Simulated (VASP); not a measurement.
# A VASP study of YB6 (r2SCAN + rVV10): structure first, properties next, part 8 of 9

What structure does YB6 take at this level, and what are its properties? The start is a cell from a database of measured crystal structures.

VASP 6.6.1; r2SCAN with rVV10; plane waves and PAW (Y_sv, B).

Still holding for the runs below: This run has no spin polarisation. Its electron count is odd, so without a moment it is a metal by construction.

So far. Step 12 (Volume scan with r2SCAN + rVV10 (run 5)): The run ends at a pressure of -3.49 GPa, with forces up to 0.075 eV/Å.

The database entry behind the starting cell differs from later determinations by our own check (about 0.3 % long, ideal inner coordinate), so it need not match the best structure at ambient conditions.

**13. Volume scan with r2SCAN + rVV10 (run 6)**

INCAR reads:

```
SYSTEM = YB6
PREC = Accurate
ENCUT = 420
EDIFF = 1E-06
NELM = 100
ISMEAR = 0
SIGMA = 0.05
LREAL = .FALSE.
ALGO = Normal
METAGGA = R2SCAN
LUSE_VDW = .TRUE.
IVDW_NL = 2
BPARAM = 11.95
CPARAM = 0.0093
LASPH = .TRUE.
NBANDS = 21
LORBIT = 11
LWAVE = .FALSE.
LCHARG = .FALSE.
KPAR = 4
ISIF = 2
```

POSCAR reads:

```
YB6
1.0
    4.1413187886      0.0000000000      0.0000000000
    0.0000000000      4.1413187886      0.0000000000
    0.0000000000      0.0000000000      4.1413187886
Y B
1 6
Direct
    0.0000000000      0.0000000000      0.0000000000
    0.1988345400      0.5000000000      0.5000000000
    0.5000000000      0.1988345400      0.5000000000
    0.8011654600      0.5000000000      0.5000000000
    0.5000000000      0.8011654600      0.5000000000
    0.5000000000      0.5000000000      0.1988345400
    0.5000000000      0.5000000000      0.8011654600
```

KPOINTS reads:

```
Automatic mesh
0
Gamma
7 7 7
0 0 0
```

Potentials, in the order of the species: Y_sv and B (PBE family, release 64).

Started as:

```sh
$ mpirun -np 4 vasp_std
```

The program printed:

```text
[... set-up lines as in an earlier step ...]
 entering main loop
       N       E                     dE             d eps       ncg     rms          rms(c)
Total rVV10 correction in eV:      0.3067770    29.9215336
Total rVV10 correction in eV:      0.3067770    29.9215336
Total rVV10 correction in eV:      0.3067770    29.9215336
Total rVV10 correction in eV:      0.3067770    29.9215336
DAV:   1     0.542097843205E+02    0.54210E+02   -0.12546E+04   840   0.112E+03
DAV:   2    -0.750504123093E+02   -0.12926E+03   -0.12447E+03  1084   0.244E+02
DAV:   3    -0.796805128180E+02   -0.46301E+01   -0.45783E+01  1360   0.388E+01
DAV:   4    -0.797591328504E+02   -0.78620E-01   -0.77920E-01  1159   0.443E+00
DAV:   5    -0.797605806084E+02   -0.14478E-02   -0.14472E-02  1139   0.498E-01    0.147E+01
Total rVV10 correction in eV:      0.3363558    29.9215339
Total rVV10 correction in eV:      0.3363558    29.9215339
Total rVV10 correction in eV:      0.3363558    29.9215339
Total rVV10 correction in eV:      0.3363558    29.9215339
[...]
Total rVV10 correction in eV:      0.3648779    29.9215339
DAV:  12    -0.671604473824E+02    0.82249E-04   -0.40672E-04  1120   0.115E-01    0.466E-02
Total rVV10 correction in eV:      0.3648859    29.9215339
Total rVV10 correction in eV:      0.3648859    29.9215339
Total rVV10 correction in eV:      0.3648859    29.9215339
Total rVV10 correction in eV:      0.3648859    29.9215339
DAV:  13    -0.671604481661E+02   -0.78369E-06   -0.38485E-05  1045   0.409E-02    0.963E-03
Total rVV10 correction in eV:      0.3648965    29.9215339
Total rVV10 correction in eV:      0.3648965    29.9215339
Total rVV10 correction in eV:      0.3648965    29.9215339
Total rVV10 correction in eV:      0.3648965    29.9215339
DAV:  14    -0.671604482804E+02   -0.11428E-06   -0.21947E-06   902   0.825E-03
Total rVV10 correction in eV:      0.3648984    29.9215339
Total rVV10 correction in eV:      0.3648984    29.9215339
Total rVV10 correction in eV:      0.3648984    29.9215339
Total rVV10 correction in eV:      0.3648984    29.9215339
Total rVV10 correction in eV:      0.3649005    29.9215339
Total rVV10 correction in eV:      0.3649005    29.9215339
Total rVV10 correction in eV:      0.3649005    29.9215339
Total rVV10 correction in eV:      0.3649005    29.9215339
   1 F= -.67160448E+02 E0= -.67158403E+02  d E =-.409102E-02
```

Run time: 53 s. Hardware: 4 MPI ranks of AMD EPYC 7R43, shared host; peak memory 0.97 GiB; 3.5 min of CPU time.

OUTCAR, selected parts (step 13):

```text
  Total       -2.9654558     -2.9654558     -2.9654558      0.0000000      0.0000000      0.0000000
  in kB      -66.8938281    -66.8938281    -66.8938281      0.0000000      0.0000000      0.0000000
  external PRESSURE =     -66.8938281 kB  Pullay stress =       0.0000000 kB

 POSITION                                       TOTAL-FORCE (eV/Angst)
 -----------------------------------------------------------------------------------
      0.00000      0.00000      0.00000         0.000000     -0.000000     -0.000000
      0.82344      2.07066      2.07066         0.144920     -0.000000     -0.000000
      2.07066      0.82344      2.07066         0.000000      0.144920     -0.000000
      3.31788      2.07066      2.07066        -0.144920     -0.000000     -0.000000
      2.07066      3.31788      2.07066         0.000000     -0.144920     -0.000000
      2.07066      2.07066      0.82344        -0.000000      0.000000      0.144920
      2.07066      2.07066      3.31788         0.000000     -0.000000     -0.144920
 -----------------------------------------------------------------------------------
    total drift:                               -0.000000      0.000000      0.000000

  FREE ENERGIE OF THE ION-ELECTRON SYSTEM (eV)
  ---------------------------------------------------
  free  energy   TOTEN  =       -67.1604482804 eV

  energy  without entropy=      -67.1563572554  energy(sigma->0) =      -67.15840277

[... 1 part as in an earlier step ...]

[... 2 further parts left out ...]
[key lines of the parts left out:]
E-fermi :   6.5471
```

The pressure falls from -3.49 to -6.69 GPa.

The run ends at a pressure of -6.69 GPa, with forces up to 0.14 eV/Å.

**14. Volume scan with r2SCAN + rVV10 (run 7)**

A prediction first. A parabola through the 6 pressures of evenly scaled cells so far, P = 0.01 -183.6 t +332 t² GPa with t = ln(V/V₁) and V₁ the volume at scale 1, gives -9.56 GPa at t = +0.0583.

INCAR is that of step 13.

POSCAR, as its differences from that of step 13:

```diff
@@ -2,5 +2,5 @@
 1.0
-    4.1413187886      0.0000000000      0.0000000000
-    0.0000000000      4.1413187886      0.0000000000
-    0.0000000000      0.0000000000      4.1413187886
+    4.1676973265      0.0000000000      0.0000000000
+    0.0000000000      4.1676973265      0.0000000000
+    0.0000000000      0.0000000000      4.1676973265
 Y B
```

KPOINTS is that of step 13.

Started as:

```sh
$ mpirun -np 4 vasp_std
```

The program printed:

```text
[... set-up lines as in an earlier step ...]
 entering main loop
       N       E                     dE             d eps       ncg     rms          rms(c)
Total rVV10 correction in eV:      0.3121169    29.9215336
Total rVV10 correction in eV:      0.3121169    29.9215336
Total rVV10 correction in eV:      0.3121169    29.9215336
Total rVV10 correction in eV:      0.3121169    29.9215336
DAV:   1     0.558274678223E+02    0.55827E+02   -0.12567E+04   840   0.112E+03
DAV:   2    -0.747404277209E+02   -0.13057E+03   -0.12641E+03  1128   0.241E+02
DAV:   3    -0.794289481167E+02   -0.46885E+01   -0.46552E+01  1299   0.392E+01
DAV:   4    -0.795129352393E+02   -0.83987E-01   -0.83358E-01  1168   0.442E+00
DAV:   5    -0.795143291092E+02   -0.13939E-02   -0.13929E-02  1113   0.511E-01    0.143E+01
Total rVV10 correction in eV:      0.3413937    29.9215339
Total rVV10 correction in eV:      0.3413937    29.9215339
Total rVV10 correction in eV:      0.3413937    29.9215339
Total rVV10 correction in eV:      0.3413937    29.9215339
[...]
Total rVV10 correction in eV:      0.3693005    29.9215339
DAV:  12    -0.670910716289E+02    0.12115E-03   -0.48399E-04  1128   0.125E-01    0.665E-02
Total rVV10 correction in eV:      0.3693144    29.9215339
Total rVV10 correction in eV:      0.3693144    29.9215339
Total rVV10 correction in eV:      0.3693144    29.9215339
Total rVV10 correction in eV:      0.3693144    29.9215339
DAV:  13    -0.670910728006E+02   -0.11717E-05   -0.52136E-05  1024   0.443E-02    0.371E-03
Total rVV10 correction in eV:      0.3693257    29.9215339
Total rVV10 correction in eV:      0.3693257    29.9215339
Total rVV10 correction in eV:      0.3693257    29.9215339
Total rVV10 correction in eV:      0.3693257    29.9215339
DAV:  14    -0.670910729994E+02   -0.19885E-06   -0.36607E-06  1062   0.101E-02
Total rVV10 correction in eV:      0.3693304    29.9215339
Total rVV10 correction in eV:      0.3693304    29.9215339
Total rVV10 correction in eV:      0.3693304    29.9215339
Total rVV10 correction in eV:      0.3693304    29.9215339
Total rVV10 correction in eV:      0.3693299    29.9215339
Total rVV10 correction in eV:      0.3693299    29.9215339
Total rVV10 correction in eV:      0.3693299    29.9215339
Total rVV10 correction in eV:      0.3693299    29.9215339
   1 F= -.67091073E+02 E0= -.67089119E+02  d E =-.390784E-02
```

Wall time 73 s (4 MPI ranks); peak memory 0.94 GiB; 4.7 min of CPU time.

From OUTCAR (step 14):

```text
  Total       -4.3449684     -4.3449684     -4.3449684     -0.0000000     -0.0000000      0.0000000
  in kB      -96.1631528    -96.1631528    -96.1631528     -0.0000000     -0.0000000      0.0000000
  external PRESSURE =     -96.1631528 kB  Pullay stress =       0.0000000 kB

 POSITION                                       TOTAL-FORCE (eV/Angst)
 -----------------------------------------------------------------------------------
      0.00000      0.00000      0.00000        -0.000000      0.000000     -0.000000
      0.82868      2.08385      2.08385         0.210857      0.000000     -0.000000
      2.08385      0.82868      2.08385        -0.000000      0.210857     -0.000000
      3.33902      2.08385      2.08385        -0.210857     -0.000000     -0.000000
      2.08385      3.33902      2.08385        -0.000000     -0.210857     -0.000000
      2.08385      2.08385      0.82868        -0.000000     -0.000000      0.210857
      2.08385      2.08385      3.33902        -0.000000      0.000000     -0.210857
 -----------------------------------------------------------------------------------
    total drift:                               -0.000000      0.000000      0.000000

  FREE ENERGIE OF THE ION-ELECTRON SYSTEM (eV)
  ---------------------------------------------------
  free  energy   TOTEN  =       -67.0910729994 eV

  energy  without entropy=      -67.0871651566  energy(sigma->0) =      -67.08911908

[... 1 part as in an earlier step ...]

[... 2 further parts left out ...]
[key lines of the parts left out:]
E-fermi :   6.4071
```

The pressure falls from -6.69 to -9.62 GPa. The parabola predicted -9.56 GPa, +0.05 GPa off.

**15. The series together**

Times are for 4 MPI ranks of AMD EPYC 7R43, shared host. The series side by side:

| no. | volume scale | energy above the lowest point (meV/atom) | pressure (GPa) | time | memory (GiB) |
| --- | --- | --- | --- | --- | --- |
| 1 | 0.94 | 22.26 | 12.64 | 87 s | 0.9 |
| 2 | 0.96 | 9.65 | 8.044 | 89 s | 0.86 |
| 3 | 0.98 | 2.38 | 3.848 | 91 s | 0.85 |
| 4 | 1 | 0 | 0.01412 | 83 s | 0.94 |
| 5 | 1.02 | 2.09 | -3.488 | 73 s | 0.97 |
| 6 | 1.04 | 8.25 | -6.689 | 53 s | 0.97 |
| 7 | 1.06 | 18.15 | -9.616 | 73 s | 0.94 |

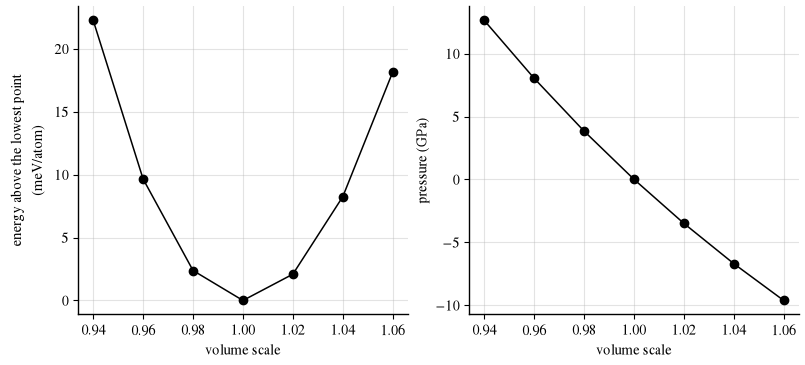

The series as plots.

**16. Fit for r2SCAN + rVV10**

This step: Birch-Murnaghan fit, r2SCAN with rVV10; plane waves and PAW (VASP 6.6.1).

No new run; the numbers come from the runs before.

This step gave:

```yaml
pressure_derivative_of_the_bulk_modulus: 3.502
r_m_s_error_of_the_fit: 1.03e-6 eV/atom
minimum_inside_the_sampled_range: yes
bulk_modulus: 182.9 GPa
equilibrium_volume_of_the_fit: 9.760 Å³/atom
```

Energy above the fitted minimum against volume:

```csv
volume (Å³/atom),energy above the fitted minimum (eV/atom)
9.171,0.0223
9.366,0.00965
9.561,0.00238
9.756,-7.6e-7
9.951,0.00209
10.146,0.00825
10.342,0.0181
```

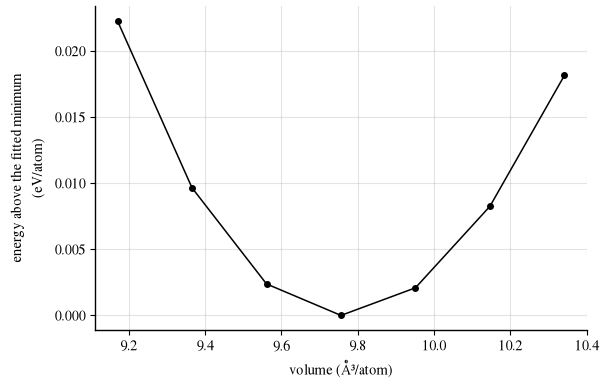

Energy above the fitted minimum, plotted against volume.

The fitted volume lies +0.04 % from the relaxed one. The atoms bear forces along the scan, since they were held; freeing them would lower the modulus.

(Part 8 of 9 ends here.)

[Lines on the potential files, build, host, timing and source positions are cut from VASP's logs without a mark.]

[Logs are printed without paths, hosts, clocks, repeated set-up lines and the standing remarks that a program may print on its own settings, such as how far it seeks lower states.]

[Hosts, paths, dates, database ids (printed as entryN), source tags and the programs' standing remarks are cut or masked in the printed files.]

[Measured values are set beside computed ones only where the two were judged alike; some that the calculation misses by far are left out.]
